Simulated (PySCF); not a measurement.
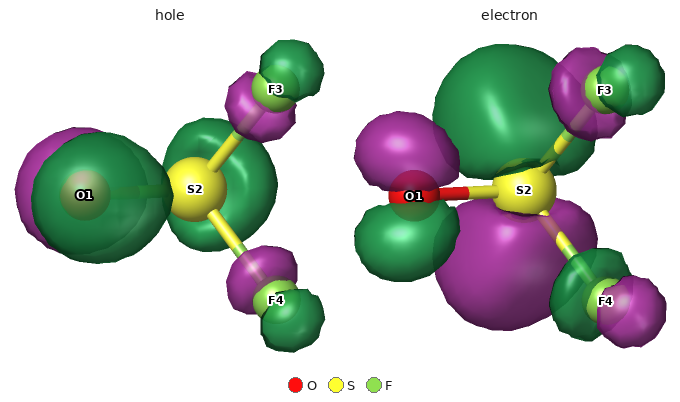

*F2OS, SMILES `O=S(F)F`. Leading natural transition orbital pair of S₁ (TDA singlet states); the surfaces enclose about 78 % of each orbital's density.*

PySCF calculation, B3LYP/cc-pVTZ, gas phase; geometry: GFN2-xTB. No frequency check shows the geometry to be a minimum. GFN2-xTB bond lengths at metals and heavier atoms can be off by up to 0.1 Å and shapes distorted, which carries into these values. Without diffuse functions Rydberg states are missing, so the states' numbers hold for this basis only.

Give its energy and the atoms that hole and electron lie on.

Answer. 6.57 eV (189 nm), f = 0.036; the leading pair carries 97 %; hole on O1 (55 %), S2 (26 %) and F3 and F4 (9 % each), electron on S2 (59 %), O1 (20 %) and F3 and F4 (11 % each); their centroids lie 0.6 Å apart. In canonical orbitals it is mainly HOMO → LUMO (90 %). The HOMO–LUMO gap is 7.71 eV.
